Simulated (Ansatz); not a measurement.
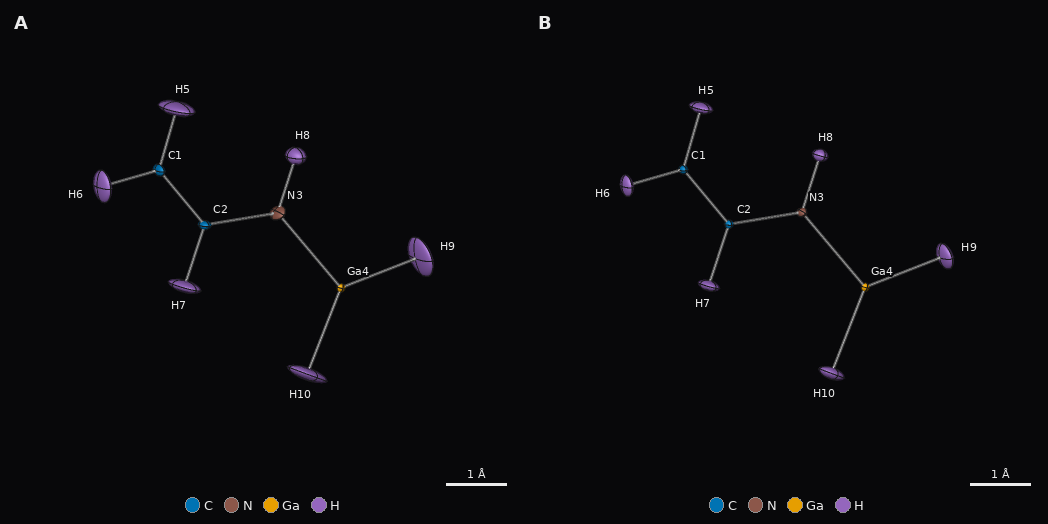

Displacement ellipsoids at the 50 % level, scaled by 0.7, from the internal vibrations of the free molecule (harmonic, no overall translation or rotation; no half-axis is drawn under 0.075 Å). Vibrations computed with RKS PBE0-D4/def2-TZVP (Ansatz 0.2.0). One panel is for 298 K, the other for 900 K.

Which panel is for 900 K?

A.

How much does the mean-square displacement of N3 grow, and why?

U_eq goes from 0.0076 to 0.0212 Å², a factor of 2.8. Modes below kT (626 cm⁻¹ at 900 K) grow about in proportion to T, and the lowest lies at 114 cm⁻¹; the mean-square amplitude of a mode is its zero-point value times coth(ħω/2kT), which comes close to 1 only above about 3kT.
